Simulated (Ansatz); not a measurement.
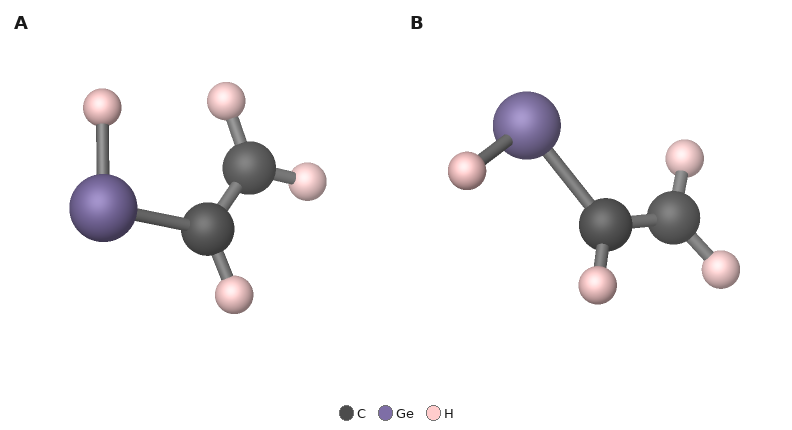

2 stationary structures of one formula. Geometries: PBE-D4/def2-SVP. Electronic energies: PBE-D4/def2-SVP (Ansatz 0.2.0), without zero-point energy. No frequency run is at hand to confirm each as a minimum.

**Which is lowest in energy, and by how much?**

B is lowest; A lies 0.4 kcal/mol above it (Cs).
